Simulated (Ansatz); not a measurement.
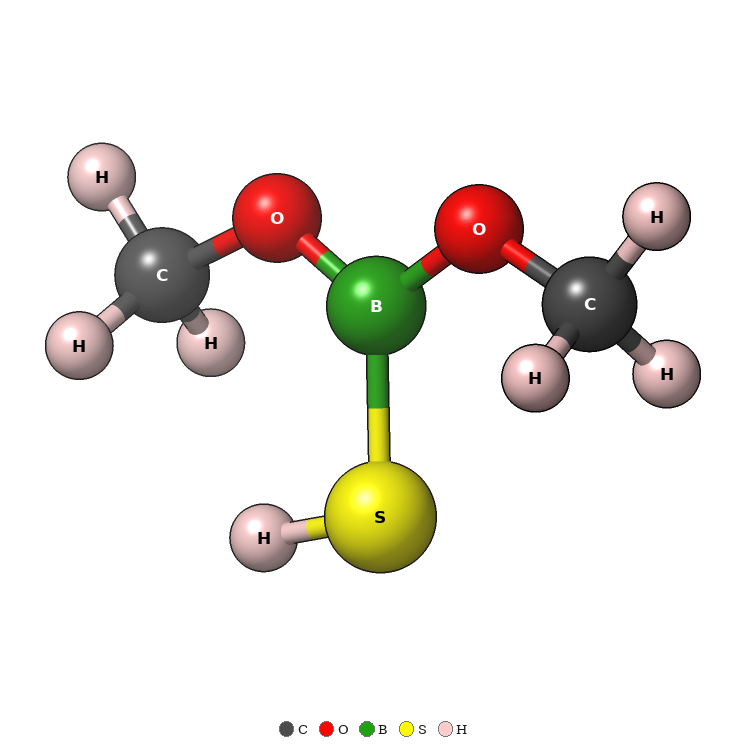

Computed geometry: PBE0-D4/def2-TZVP optimisation. No frequency run is at hand to confirm it as a minimum. Program: Ansatz 0.2.0.

Compare dipole (D), HOMO–LUMO gap (eV), HOMO energy (eV) at these levels: B3LYP-D4/def2-TZVPP; PBE-D4/def2-TZVPP; r2SCAN-D4/def2-TZVPP; ωB97M-V/def2-TZVPP.

```tsv
level	dipole (D)	HOMO–LUMO gap (eV)	HOMO energy (eV)
B3LYP-D4/def2-TZVPP	1.25	7.67	−7.39
PBE-D4/def2-TZVPP	1.14	6.06	−6.38
r2SCAN-D4/def2-TZVPP	1.19	6.78	−6.68
ωB97M-V/def2-TZVPP	1.26	12.01	−9.87
```
